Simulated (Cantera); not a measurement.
Input: 1 mol Fe, 0.78 mol Cl2, 1.4 mol H2, equilibrated at 0.120 bar.

Cantera equilibrium calculation (NASA polynomials, part measured and part estimated; ideal gas, pure solids and liquids). Candidate condensed phases: Fe, FeCl2, FeCl3; 11 gas species. Rates play no part.

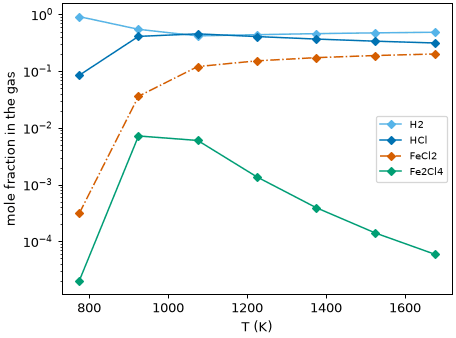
*Equilibrium gas composition (values under 1e-9 drawn at 1e-9)*

Question: Read off the mole fractions at 775 K.

Answer: H2 about 0.91, HCl about 0.085, FeCl2 about 0.00031, Fe2Cl4 about 2.0e-5.
